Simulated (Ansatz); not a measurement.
The compound is SrMnO3 (cubic perovskite) (Pm-3m).

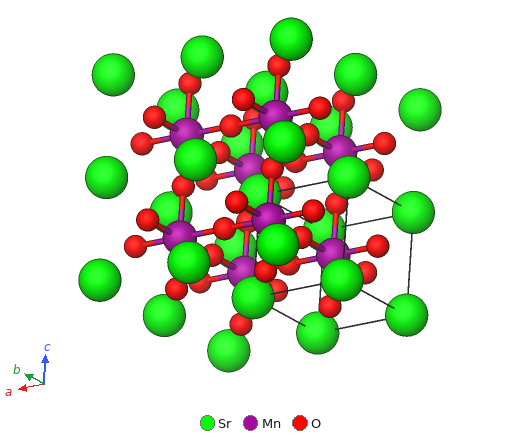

The structure (strontium green, manganese purple, oxygen red). 2×2×2 cells are drawn. Some periodic images of atoms are drawn too.

```yaml
crystal:
  lattice:
    - [0.00000, -3.70351, 0.00000]
    - [0.00000, 0.00000, 3.70351]
    - [-3.70351, 0.00000, 0.00000]
  atoms:
    - { symbol: Sr, position: [0.00000, 0.00000, 0.00000] }
    - { symbol: Mn, position: [0.50000, 0.50000, 0.50000] }
    - { symbol: O, position: [0.50000, 0.50000, 0.00000] }
    - { symbol: O, position: [0.50000, 0.00000, 0.50000] }
    - { symbol: O, position: [0.00000, 0.50000, 0.50000] }
```

The structure was relaxed with LDA. The structure type comes from a generator and need not be one that this composition takes. The structure was generated from a model, not taken from a measurement. The runs that relaxed it are not among those shown. The program's search for lower electronic states was switched off, so nothing shows that the state found is the lowest. PAW set soft_2, made with PBE.

A constrained-RPA run (Ansatz 0.2.0; non-magnetic LDA; Mn d + anion p, bands v11 to c3, 4×4×4 mesh, medium accuracy) builds 14 functions on bands 13 eV wide, with 21.0 electrons in the window. The bare on-site interaction is 23.4 eV and the bare J 0.83 eV.

Question: What U and J survive the screening?

On the Mn d shell, U = 10.89 eV (47 % of the bare value), U′ = 9.50 eV, J = 0.69 eV.

The parent state is non-magnetic and the interaction static (zero frequency); U depends on the window and the orbitals, so it belongs to this model alone. A window that holds the anion p bands defines a model with explicit ligands; its U belongs to that model and is not the U of DFT+U.

[Paths, hosts, dates, memory and timing lines, banners, echoed tables and standing remarks are left out of the program output.]

[Logs are printed without paths, hosts, clocks, repeated set-up lines and the standing remarks that a program may print on its own settings, such as how far it seeks lower states.]

[Runs of the session that timed out or met a known fault of the program may be left out.]

[Hosts, paths, dates, database ids (printed as entryN), source tags and the programs' standing remarks are cut or masked in the printed files.]
